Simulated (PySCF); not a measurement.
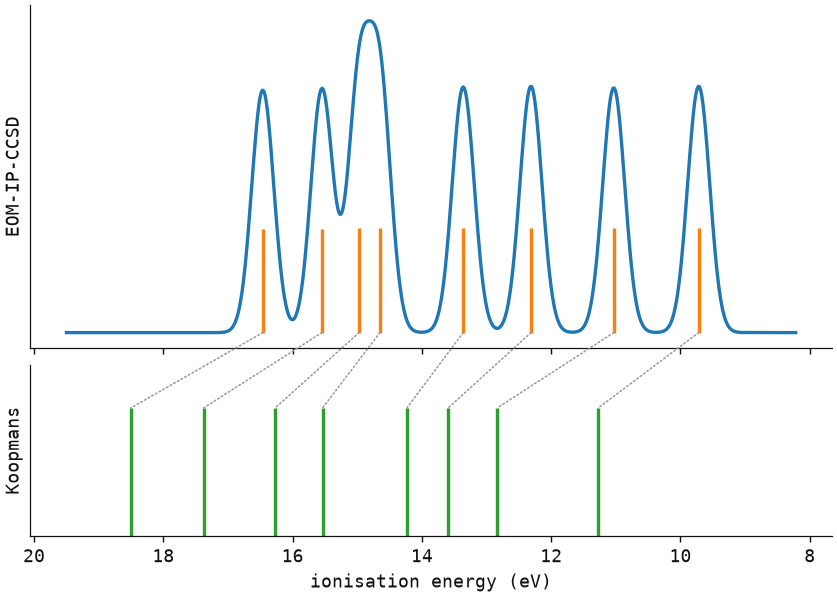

Valence photoelectron lines of C₃H₆O₂ (methoxyacetaldehyde), SMILES COCC=O: vertical EOM-IP-CCSD/aug-cc-pVDZ (frozen core, PySCF 2.14.0, at a PBE0-D3(BJ)/def2-SVP geometry (no frequency check); 8 lines, one for each of the 8 highest orbitals, so a line of a deeper orbital can be missing among them) above, Hartree-Fock orbital energies with the sign turned below, non-relativistic; dotted lines join each line to its leading orbital. Stick heights are one-hole weights (summed over degenerate lines), not cross-sections; Gaussian width 0.40 eV.

### What is the first vertical ionisation energy, and how far is Koopmans' value off?

9.72 eV from the HOMO; Koopmans gives 11.27 eV, 1.55 eV too high.

### List the lines.

```
  hole  EOM-IP-CCSD (eV)  Koopmans (eV)  one-hole weight
  HOMO              9.72          11.27             0.95
HOMO-1             11.03          12.83             0.95
HOMO-2             12.31          13.59             0.95
HOMO-3             13.36          14.23             0.95
HOMO-4             14.65          15.54             0.95
HOMO-5             14.97          16.27             0.95
HOMO-6             15.55          17.37             0.94
HOMO-7             16.46          18.50             0.94
```

Known limits of this run: small basis, so the lines can lie some tenths of an eV too low; one conformer of a flexible molecule.
